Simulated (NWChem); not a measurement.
**One shape, several levels: CH3BO (B(CO)H3)**

We compute a comparison of 3 runs (HF/STO-3G, HF/3-21G, B3LYP/6-31G*) of CH3BO (B(CO)H3). 

The calculation is run with NWChem 7.3.0.

**1. The structure to begin with**

CH3BO has 6 atoms, charge 0, and is taken as a singlet. SMILES: `[H]B([H])([H])<-[C-]#[O+]`. The shape is that of a GFN2-xTB optimisation.

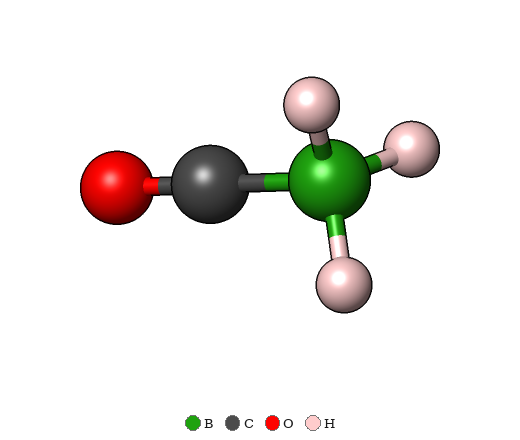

Viewed from a chosen angle; boron green, carbon dark grey, oxygen red, hydrogen pink.

**2. Energy and gradient at HF/STO-3G (run 1)**

The input, mymol.nw:

```
START mymol
memory stack 880 mb heap 220 mb global 1100 mb
charge 0

GEOMETRY units atomic noautosym nocenter noautoz
B     -0.02503887     0.00995886    -0.97530655
C      0.02250664     0.01492884     1.80945056
O      0.08346920    -0.01593039     3.96683749
H      2.12673558     0.00795575    -1.61046240
H     -1.11376678     1.85665592    -1.62951084
H     -1.09390576    -1.87355007    -1.56100827
END

BASIS "ao basis" spherical bse
* library STO-3G
END

SCF
thresh 1e-08
maxiter 80
END

TASK scf gradient
```

Started as:

```sh
nwchem mymol.nw > mymol.out
```

What it wrote:

```text
[...]
  functions       =    18
[...]
  wavefunction    = RHF
[...]
         Total SCF energy =   -137.323372311852
      One-electron energy =   -299.130579904520
      Two-electron energy =    104.731053939124
 Nuclear repulsion energy =     57.076153653543
        Time for solution =      0.3s
[...]
                         RHF ENERGY GRADIENTS
    atom               coordinates                        gradient
                 x          y          z           x          y          z
   1 B      -0.025039   0.009959  -0.975307    0.000768   0.000880   0.077248
   2 C       0.022507   0.014929   1.809451   -0.000479  -0.000401  -0.048230
   3 O       0.083469  -0.015930   3.966837   -0.000079  -0.000193  -0.009871
   4 H       2.126736   0.007956  -1.610462    0.013710   0.000037  -0.005915
   5 H      -1.113767   1.856656  -1.629511   -0.006980   0.011715  -0.007415
   6 H      -1.093906  -1.873550  -1.561008   -0.006940  -0.012038  -0.005817
[...]
```

It took 0.9 s on 1 thread of Intel Xeon 6975P-C (Granite Rapids), shared host; peak memory 0.1 GiB.

**3. Energy and gradient at HF/3-21G (run 2)**

The input, ch3bo.nw:

```
start ch3bo
memory total 2200 mb
charge 0

geometry units angstroms noautosym nocenter noautoz
  B     -0.013250     0.005270    -0.516110
  C      0.011910     0.007900     0.957520
  O      0.044170    -0.008430     2.099160
  H      1.125420     0.004210    -0.852220
  H     -0.589380     0.982500    -0.862300
  H     -0.578870    -0.991440    -0.826050
end

basis spherical bse
  * library 3-21G
end

scf
  singlet
  rhf
  thresh 1e-08
  maxiter 80
end

task scf gradient
```

Started as:

```sh
nwchem ch3bo.nw > ch3bo.out
```

What it wrote:

```text
[...]
  functions       =    33
[...]
  wavefunction    = RHF
[...]
         Total SCF energy =   -138.347458280315
      One-electron energy =   -299.379369442263
      Two-electron energy =    103.955753415043
 Nuclear repulsion energy =     57.076157746905
        Time for solution =      0.3s
[...]
                         RHF ENERGY GRADIENTS
    atom               coordinates                        gradient
                 x          y          z           x          y          z
   1 B      -0.025039   0.009959  -0.975306    0.000808  -0.000098   0.040647
   2 C       0.022507   0.014929   1.809450   -0.002199   0.000924  -0.090978
   3 O       0.083469  -0.015930   3.966837    0.001579  -0.001198   0.042328
   4 H       2.126735   0.007956  -1.610462   -0.008436   0.000121   0.003183
   5 H      -1.113767   1.856656  -1.629511    0.004187  -0.007156   0.002025
   6 H      -1.093906  -1.873550  -1.561008    0.004061   0.007408   0.002796
[...]
```

Wall time 0.99 s (1 thread of Intel Xeon 6975P-C (Granite Rapids), shared host); peak memory 0.1 GiB.

**4. Energy and forces at B3LYP/6-31G(d) (Cartesian functions) (run 3)**

The input, ch3bo.nw:

```
start ch3bo
title "CH3BO B3LYP"
memory 2200 mb
geometry noautosym nocenter noautoz
  B     -0.013250     0.005270    -0.516110
  C      0.011910     0.007900     0.957520
  O      0.044170    -0.008430     2.099160
  H      1.125420     0.004210    -0.852220
  H     -0.589380     0.982500    -0.862300
  H     -0.578870    -0.991440    -0.826050
end
basis
  * library 6-31G*
end
dft
  xc b3lyp
  grid xfine
  convergence energy 1e-08
  iterations 100
  mulliken
end
task dft gradient
```

Started as:

```sh
nwchem ch3bo.nw > ch3bo.out
```

What it wrote:

```text
[...]
          Wavefunction type:  closed shell.
          No. of atoms     :     6
          No. of electrons :    22
[...]
          Charge           :     0
          Spin multiplicity:     1
[...]
          AO basis - number of functions:    51
[...]
              XC Information
              --------------
                         B3LYP Method XC Potential
                     Hartree-Fock (Exact) Exchange  0.200
                        Slater Exchange Functional  0.800 local
                    Becke 1988 Exchange Functional  0.720 non-local
              Lee-Yang-Parr Correlation Functional  0.810
                  VWN I RPA Correlation Functional  0.190 local
[...]
 d= 0,ls=0.0,diis     1   -139.8855302365 -1.97D+02  2.01D-02  7.05D-01     1.0
[...]
 d= 0,ls=0.0,diis    10   -139.9691543056 -6.85D-09  4.70D-07  1.75D-09     8.2
         Total DFT energy =     -139.969154305579
      One electron energy =     -301.257654643050
           Coulomb energy =      123.329094334175
    Exchange-Corr. energy =      -19.116751743610
 Nuclear repulsion energy =       57.076157746905
[...]
  wavefunction    = closed shell
                         DFT ENERGY GRADIENTS
    atom               coordinates                        gradient
                 x          y          z           x          y          z
   1 B      -0.025039   0.009959  -0.975306    0.000472  -0.000201   0.017666
   2 C       0.022507   0.014929   1.809450   -0.000653   0.000379  -0.026043
   3 O       0.083469  -0.015930   3.966837    0.000315  -0.000452   0.001455
   4 H       2.126735   0.007956  -1.610462   -0.010805   0.000081   0.002639
   5 H      -1.113767   1.856656  -1.629511    0.005418  -0.009259   0.002019
   6 H      -1.093906  -1.873550  -1.561008    0.005253   0.009452   0.002264
[...]
```

Wall time 11 s (1 thread of Intel Xeon 6975P-C (Granite Rapids), shared host); peak memory 0.13 GiB.

**5. The series**

```csv
run,level,Cartesian functions,iteration cap,energy (Eh),dipole moment (D),HOMO energy (eV),LUMO energy (eV),wall time
1,HF/STO-3G,no,80,-137.323372,2.75,-11.11,5.42,0.9 s
2,HF/3-21G,no,80,-138.347458,1.65,-12.80,2.64,0.99 s
3,B3LYP/6-31G* (Cartesian functions),yes,100,-139.969154,1.32,-9.24,-1.50,11 s
```

**6. Outcome**

```
                       quantity          value
            run 3: total energy  -139.96915 Eh
           run 3: dipole moment         1.32 D
             run 3: HOMO energy       -9.24 eV
             run 3: LUMO energy       -1.50 eV
           run 3: HOMO–LUMO gap        7.74 eV
run 3: largest force on an atom     1.340 eV/Å
```

**Reading.** The dipole moment (its size) runs from 1.32 D (B3LYP/6-31G*) to 2.75 D (HF/STO-3G). The two ends differ in method and basis. The HOMO–LUMO gap runs from 7.74 eV (B3LYP/6-31G*) to 16.52 eV (HF/STO-3G). In run 1 the basis is minimal, so the values are rough. All runs together took 12 s, the longest 11 s.
